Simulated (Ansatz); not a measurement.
# HfGe+ (quartet): wave-function methods side by side, def2-SVP

Aim: climb from Hartree-Fock through coupled cluster for HfGe+ (quartet) at one geometry and basis, and see what each rung misses.

Computed with Ansatz 0.2.0, Gaussian basis. Level: def2-SVP, core rule «outside noble gas», up to 18 orbitals frozen.

The runs, in order: UHF; CCSD(T) on ROHF; CCSD(T) on UHF; CISD as a restricted active space (open shells left free, so some higher excitations enter); CCSDT(Q) on ROHF; CCSDT(Q) on UHF.

20 further runs of the same task are left out: 12 for a known fault of the program, 5 that didn't finish, 3 set aside as unsound or not needed. Runs told in other sessions of the task aren't counted.

### Step 1. What is computed

The geometry is a PBE0/def2-TZVP stationary point (not a proven minimum) of the parent state, kept for this charge and spin. No spin-orbit coupling is included. Elements past krypton take def2 core potentials. The filled d shell of Ge may be among the frozen orbitals whatever the setting's name suggests.

2 atoms, charge 1, spin multiplicity 4.

Atoms are counted from 1 here; the program's logs count them from 0.

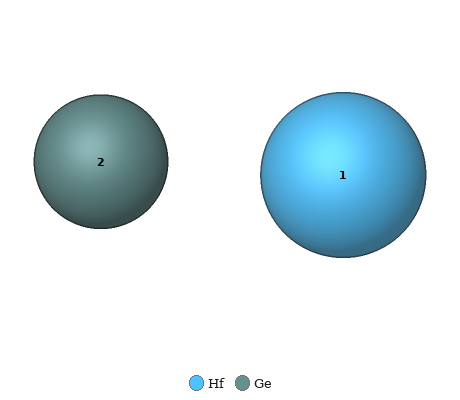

The structure; hafnium blue, germanium teal; atoms are numbered from 1 in the order of the file.

In the tables R marks a restricted open-shell determinant and U an unrestricted one; energies count from the table's Hartree-Fock row.

### Step 2. UHF

The input, in.yaml:

```yaml
crystal:
  periodic: [false, false, false]
  atoms:
    - {symbol: Hf, position_ang: [0.000000, 0.000000, 0.000000]}
    - {symbol: Ge, position_ang: [0.000000, 0.000000, 2.604800]}
basis:
  gaussian: {orbitals: def2-SVP}
total_charge: 1
magnetization: {spin_polarized: true, initial_magnetization: 3}
hamiltonian: {xc: hf}
output: {orbitals: {seedname: orbitals}}
```

The run is started by

```sh
ansatz run in.yaml --threads 1 --pin off --events-out ev --progress --plain --max-ram 2393MiB
```

Log, shortened:

```text
Functional definition: HF
  name "HF"
  cite "Fock, Z. Phys. 61, 126 (1930) doi:10.1007/BF01340294"
  parent pbe
[...]
637 factors; integrals over basis functions are off by at most 5.2e-4 eV
[...]
mean field -57749.00368935 eV, -2122.2367419029 hartree, gradient 2.3e-5 eV, S^2 4.544503; 14 other end points of the search recorded, 0 dependent functions left out
reference -57749.00368935 eV, -2122.2367419029 hartree; 23, 20 occupied and 41, 44 virtual orbitals, 637 factors
Total energy: -57749.00368935 eV, -2122.2367419029 hartree
```

Wall time 12 s (1 thread of Arm Neoverse V2, shared host).

From the report: ⟨S²⟩ of the determinant 4.545 (pure quartet: 3.75). The determinant of HF (⟨S²⟩ 4.54) is far from a pure spin state, so its energy mixes those of several spin states; that is harmless only where they are near-degenerate.

### Step 3. CCSD(T) on ROHF

in.yaml: that of step 2 with these lines changed.

```diff
@@ -8,4 +8,3 @@
 total_charge: 1
-magnetization: {spin_polarized: true, initial_magnetization: 3}
-hamiltonian: {xc: hf}
-output: {orbitals: {seedname: orbitals}}
+magnetization: {spin_polarized: false, initial_magnetization: 3}
+correlation: {method: ccsd_t, electrons: outside_noble_gas}
```

The command is unchanged.

Log, shortened:

```text
Functional definition: HF
  name "HF"
  cite "Fock, Z. Phys. 61, 126 (1930) doi:10.1007/BF01340294"
  parent pbe
[...]
637 factors; integrals over basis functions are off by at most 5.2e-4 eV
[...]
mean field -57748.56238252 eV, -2122.2205241761 hartree, gradient 3.3e-6 eV, S^2 3.750000; 38 other end points of the search recorded, 0 dependent functions left out
[...]
determinant -57748.56238252 eV, -2122.2205241761 hartree, with singles and doubles -57752.21006654 eV, -2122.3545740914 hartree
determinant -57748.48345615 eV, -2122.2176236854 hartree, with singles and doubles -57752.30204434 eV, -2122.3579542133 hartree
determinant -57748.47550853 eV, -2122.2173316159 hartree, with singles and doubles -57751.49772629 eV, -2122.3283960701 hartree
determinant -57748.47270382 eV, -2122.2172285447 hartree, with singles and doubles -57751.49563897 eV, -2122.3283193623 hartree
[...]
determinant -57748.56238252 eV, -2122.2205241761 hartree, with singles and doubles -57752.24500532 eV, -2122.3558580678 hartree
determinant -57748.48345615 eV, -2122.2176236854 hartree, with singles and doubles -57752.28204295 eV, -2122.3572191758 hartree
determinant -57748.31989046 eV, -2122.2116127573 hartree, with singles and doubles -57751.92489474 eV, -2122.3440942209 hartree
unrestricted determinant -57749.00368935 eV, -2122.2367419028 hartree, S^2 4.5445
18 core orbitals not correlated: weight in the atoms' cores, before any rotation towards them, 0.999 or more for the frozen orbitals, at most 0.001 for the correlated occupied ones
reference -57748.48345615 eV, -2122.2176236854 hartree; 5, 2 occupied and 41, 44 virtual orbitals, 637 factors
second order -3.26568751 eV of doubles, -0.03492445 eV of singles
cycle   1  -3.79858617 eV  change    6.4e-7 eV  update   7.2e-6
perturbative correction -0.26767823 eV, -0.0098369937 hartree
Total energy: -57752.54972055 eV, -2122.3670561459 hartree
```

It took 74 s on 1 thread of Arm Neoverse V2, shared host.

From the report: correlation -4.0663 eV; T1 0.041; largest double amplitude 0.09.

### Step 4. CCSD(T) on UHF

in.yaml: that of step 3 with these lines changed.

```diff
@@ -8,3 +8,3 @@
 total_charge: 1
-magnetization: {spin_polarized: false, initial_magnetization: 3}
+magnetization: {spin_polarized: true, initial_magnetization: 3}
 correlation: {method: ccsd_t, electrons: outside_noble_gas}
```

The command is unchanged.

Log, shortened:

```text
Functional definition: HF
  name "HF"
  cite "Fock, Z. Phys. 61, 126 (1930) doi:10.1007/BF01340294"
  parent pbe
[...]
637 factors; integrals over basis functions are off by at most 5.2e-4 eV
[...]
mean field -57749.00368935 eV, -2122.2367419028 hartree, gradient 3.4e-6 eV, S^2 4.544504; 43 other end points of the search recorded, 0 dependent functions left out
determinant -57749.00368935 eV, -2122.2367419028 hartree, with singles and doubles -57752.10725493 eV, -2122.3507958345 hartree
determinant -57748.93025172 eV, -2122.2340431198 hartree, with singles and doubles -57751.69348849 eV, -2122.3355901980 hartree
determinant -57748.93015134 eV, -2122.2340394309 hartree, with singles and doubles -57751.69166972 eV, -2122.3355233595 hartree
determinant -57748.93012441 eV, -2122.2340384415 hartree, with singles and doubles -57751.69115017 eV, -2122.3355042666 hartree
[...]
determinant -57748.67480748 eV, -2122.2246557173 hartree, with singles and doubles -57752.24096697 eV, -2122.3557096611 hartree
determinant -57748.60977021 eV, -2122.2222656417 hartree, with singles and doubles -57751.95890896 eV, -2122.3453442206 hartree
determinant -57748.55157384 eV, -2122.2201269644 hartree, with singles and doubles -57752.27548250 eV, -2122.3569780836 hartree
determinant -57748.46418060 eV, -2122.2169153222 hartree, with singles and doubles -57751.97864232 eV, -2122.3460694081 hartree
18 core orbitals not correlated: weight in the atoms' cores, before any rotation towards them, 0.999 or more for the frozen orbitals, at most 0.001 for the correlated occupied ones
reference -57748.76019221 eV, -2122.2277935481 hartree; 5, 2 occupied and 41, 44 virtual orbitals, 637 factors
second order -2.71140662 eV of doubles, -0.00000000 eV of singles
cycle   1  -3.56407013 eV  change   -2.1e-8 eV  update   4.9e-6
perturbative correction -0.24563041 eV, -0.0090267511 hartree
Total energy: -57752.56989275 eV, -2122.3677974609 hartree
```

It took 77 s on 1 thread of Arm Neoverse V2, shared host.

From the report: ⟨S²⟩ of the determinant 3.994 (pure quartet: 3.75); correlation -3.8097 eV; T1 0.094; largest double amplitude 0.10.

### Step 5. CISD as a restricted active space (open shells left free, so some higher excitations enter)

The input, in.yaml:

```yaml
crystal:
  periodic: [false, false, false]
  atoms:
    - {symbol: Hf, position_ang: [0.000000, 0.000000, 0.000000]}
    - {symbol: Ge, position_ang: [0.000000, 0.000000, 2.604800]}
basis:
  gaussian: {orbitals: def2-SVP}
total_charge: 1
magnetization: {spin_polarized: false, initial_magnetization: 3}
correlation: {active_space: {ras: {orbitals: [2, 3, 41], electrons: 7, max_holes: 2, max_particles: 2}, fixed_orbitals: true}}
```

The command is unchanged.

Log, shortened:

```text
Functional definition: HF
  name "HF"
  cite "Fock, Z. Phys. 61, 126 (1930) doi:10.1007/BF01340294"
  parent pbe
[...]
637 factors; integrals over basis functions are off by at most 5.2e-4 eV
[...]
mean field -57748.56238252 eV, -2122.2205241761 hartree, gradient 3.3e-6 eV, S^2 3.750000; 21 other end points of the search recorded, 0 dependent functions left out
reference -57748.56238252 eV, -2122.2205241761 hartree; 23, 20 occupied and 41, 44 virtual orbitals, 637 factors
state -57751.94303446 eV, -2122.3447608435 hartree
Total energy: -57751.94303446 eV, -2122.3447608435 hartree
```

Wall time 18 s (1 thread of Arm Neoverse V2, shared host).

From the report: 24,523 determinants.

### Step 6. CCSDT(Q) on ROHF

in.yaml: that of step 5 with these lines changed.

```diff
@@ -9,2 +9,2 @@
 magnetization: {spin_polarized: false, initial_magnetization: 3}
-correlation: {active_space: {ras: {orbitals: [2, 3, 41], electrons: 7, max_holes: 2, max_particles: 2}, fixed_orbitals: true}}
+correlation: {method: ccsdt_q, electrons: outside_noble_gas}
```

Launched as before.

Log, shortened:

```text
Functional definition: HF
  name "HF"
  cite "Fock, Z. Phys. 61, 126 (1930) doi:10.1007/BF01340294"
  parent pbe
[...]
1070 factors; integrals over basis functions are off by at most 1.9e-7 eV
[...]
mean field -57748.56241401 eV, -2122.2205253333 hartree, gradient 3.8e-6 eV, S^2 3.750000; 38 other end points of the search recorded, 0 dependent functions left out
[...]
determinant -57748.56241401 eV, -2122.2205253333 hartree, with singles and doubles -57752.19451754 eV, -2122.3540026761 hartree
determinant -57748.48348997 eV, -2122.2176249285 hartree, with singles and doubles -57752.27834961 eV, -2122.3570834478 hartree
determinant -57748.47553144 eV, -2122.2173324578 hartree, with singles and doubles -57751.49777181 eV, -2122.3283977427 hartree
determinant -57748.47272049 eV, -2122.2172291573 hartree, with singles and doubles -57751.49567930 eV, -2122.3283208447 hartree
[...]
determinant -57748.56241401 eV, -2122.2205253333 hartree, with singles and doubles -57752.24505846 eV, -2122.3558600206 hartree
determinant -57748.48348997 eV, -2122.2176249285 hartree, with singles and doubles -57752.28209837 eV, -2122.3572212121 hartree
determinant -57748.31992153 eV, -2122.2116138990 hartree, with singles and doubles -57751.92494288 eV, -2122.3440959900 hartree
[...]
unrestricted determinant -57749.00372218 eV, -2122.2367431095 hartree, S^2 4.5445
18 core orbitals not correlated: weight in the atoms' cores, before any rotation towards them, 0.999 or more for the frozen orbitals, at most 0.001 for the correlated occupied ones
reference -57748.48348997 eV, -2122.2176249285 hartree; 5, 2 occupied and 41, 44 virtual orbitals, 1070 factors
second order -3.26571356 eV of doubles, -0.03492588 eV of singles
cycle   1  -3.55134514 eV  change   -2.5e-1 eV  update   1.2e-1
[...]
cycle  30  -4.12401383 eV  change    2.3e-7 eV  update   2.9e-7
perturbative correction -0.03174166 eV, -0.0011664847 hartree
Total energy: -57752.63924547 eV, -2122.3703461260 hartree
```

Wall time 2.1 min (1 thread of Arm Neoverse V2, shared host); peak memory 0.38 GiB.

From the report: correlation -4.1558 eV; T1 0.046; largest double amplitude 0.11.

### Step 7. CCSDT(Q) on UHF

in.yaml: that of step 6 with these lines changed.

```diff
@@ -8,3 +8,3 @@
 total_charge: 1
-magnetization: {spin_polarized: false, initial_magnetization: 3}
+magnetization: {spin_polarized: true, initial_magnetization: 3}
 correlation: {method: ccsdt_q, electrons: outside_noble_gas}
```

The command is unchanged.

Log, shortened:

```text
Functional definition: HF
  name "HF"
  cite "Fock, Z. Phys. 61, 126 (1930) doi:10.1007/BF01340294"
  parent pbe
[...]
1070 factors; integrals over basis functions are off by at most 1.9e-7 eV
[...]
mean field -57749.00372218 eV, -2122.2367431095 hartree, gradient 2.7e-6 eV, S^2 4.544499; 43 other end points of the search recorded, 0 dependent functions left out
determinant -57749.00372218 eV, -2122.2367431095 hartree, with singles and doubles -57752.10884869 eV, -2122.3508544038 hartree
determinant -57748.93028111 eV, -2122.2340442000 hartree, with singles and doubles -57751.69489040 eV, -2122.3356417176 hartree
determinant -57748.93018070 eV, -2122.2340405101 hartree, with singles and doubles -57751.69296665 eV, -2122.3355710211 hartree
determinant -57748.93015586 eV, -2122.2340395970 hartree, with singles and doubles -57751.69247299 eV, -2122.3355528792 hartree
[...]
determinant -57748.60980594 eV, -2122.2222669548 hartree, with singles and doubles -57751.95892867 eV, -2122.3453449449 hartree
determinant -57748.55160776 eV, -2122.2201282109 hartree, with singles and doubles -57752.27554076 eV, -2122.3569802244 hartree
determinant -57748.46421446 eV, -2122.2169165664 hartree, with singles and doubles -57751.97869684 eV, -2122.3460714118 hartree
18 core orbitals not correlated: weight in the atoms' cores, before any rotation towards them, 0.999 or more for the frozen orbitals, at most 0.001 for the correlated occupied ones
reference -57748.76023220 eV, -2122.2277950179 hartree; 5, 2 occupied and 41, 44 virtual orbitals, 1070 factors
second order -2.71143094 eV of doubles, -0.00000000 eV of singles
cycle   1  -3.10118226 eV  change   -3.9e-1 eV  update   1.2e-1
[...]
cycle  29  -3.87330355 eV  change   -7.1e-7 eV  update   7.9e-7
perturbative correction -0.03045050 eV, -0.0011190354 hartree
Total energy: -57752.66398626 eV, -2122.3712553333 hartree
```

Run time: 2.3 min. Hardware: 1 thread of Arm Neoverse V2, shared host; peak memory 0.35 GiB.

From the report: ⟨S²⟩ of the determinant 3.994 (pure quartet: 3.75); correlation -3.9038 eV; T1 0.097; largest double amplitude 0.13.

### Step 8. Misses and costs

No level here is safe as a reference; RCCSDT(Q) serves as a yardstick only. Rows without a time are mean-field rows or come out of runs for another level: lower rungs of the coupled-cluster runs, or the Hartree-Fock search.

Differences are taken before rounding.

| method | energy from the lowest ROHF (meV) | from RCCSDT(Q) (meV) | time |
| --- | --- | --- | --- |
| ROHF | 0.0 | +4076.9 |  |
| RMP2 | -3221.7 | +855.2 |  |
| UMP2 | -2909.2 | +1167.6 |  |
| CISD | -3380.7 | +696.2 | 18 s |
| RCCSD | -3719.7 | +357.2 |  |
| UCCSD | -3761.9 | +315.0 |  |
| RCCSD(T) | -3987.3 | +89.5 | 74 s |
| UCCSD(T) | -4007.5 | +69.4 | 77 s |
| RCCSDT | -4045.1 | +31.7 |  |
| UCCSDT | -4071.2 | +5.7 |  |
| RCCSDT(Q) | -4076.9 | 0 | 2.1 min |
| UCCSDT(Q) | -4101.6 | -24.7 | 2.3 min |

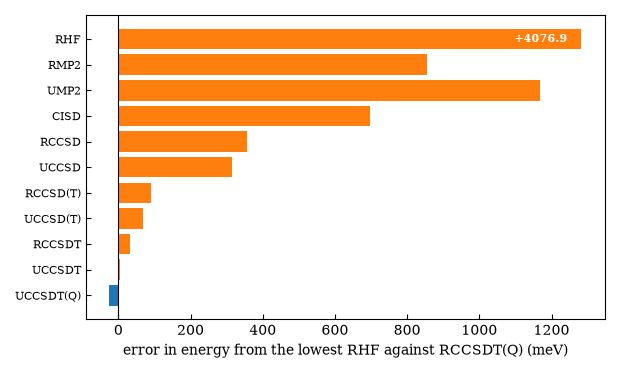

Error of each method against RCCSDT(Q). Bars with a number in them are cut short.

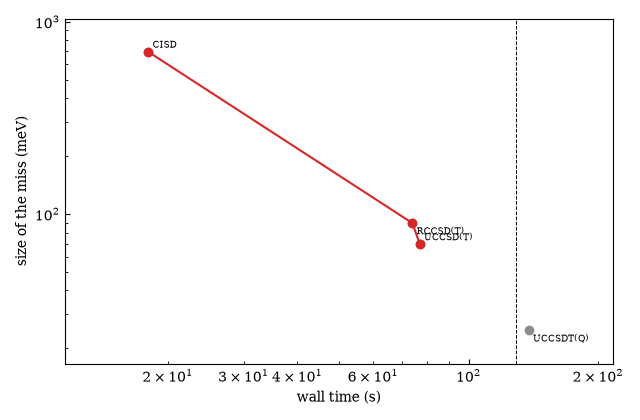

Miss against cost. Red marks the levels that no quicker level drawn beats (of those quicker than the yardstick), and the dashed line is the time of RCCSDT(Q). Times are from a shared host.

Left out of the table: UHF (another determinant or state than the rows shown).

The ROHF row is the lowest such solution found; the determinant under the restricted MP2 and coupled-cluster rows lies 0.08 eV higher.

### Step 9. Results

| quantity | value |
| --- | --- |
| RCCSDT(Q) from the ROHF energy | -4.0769 eV |
| RMP2 from RCCSDT(Q) | +855.2 meV |
| UMP2 from RCCSDT(Q) | +1167.6 meV |
| RCCSD from RCCSDT(Q) | +357.2 meV |
| RCCSD(T) from RCCSDT(Q) | +89.5 meV |
| UCCSD(T) from RCCSDT(Q) | +69.4 meV |
| UCCSDT(Q) from RCCSDT(Q) | -24.7 meV |
| T1 diagnostic | 0.041 |

RCCSD(T) misses by +89.5 meV, 2.2 % of the correlation energy. CCSD(T) misses by +89.5 meV on the restricted determinant and by +69.4 meV on the unrestricted one; the two need not hold the same state or core. Coupled cluster took another determinant than the lowest Hartree-Fock one. Warnings: spin contamination; coupled cluster took another determinant than the lowest.

With open shells the CI space here admits some higher excitations, so it is larger than plain CISD.
